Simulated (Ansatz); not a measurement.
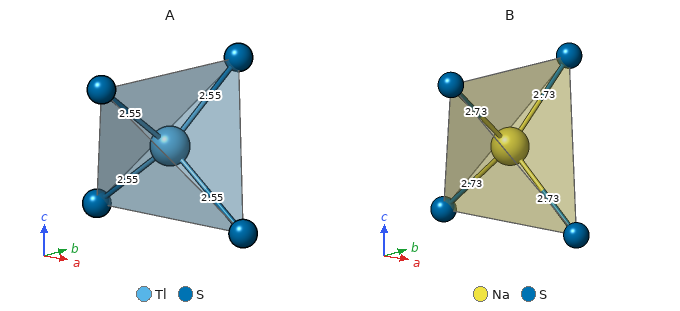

Sites of one shape (tetrahedron) in NaTlS₂, P-4m2. Continuous shape measures are computed against ideal polyhedra (0 is ideal; above about 3 the distortion is strong). The structure is a calculation's input; it may be strained or unrelaxed. It was generated, so it need not be a known form of this composition.

Question: Rank the polyhedra from the most regular to the most distorted, by the shape measure S.

Answer: A (TlS4, S = 0.05, bonds 2.55 Å), B (NaS4, S = 1.08, bonds 2.73 Å).
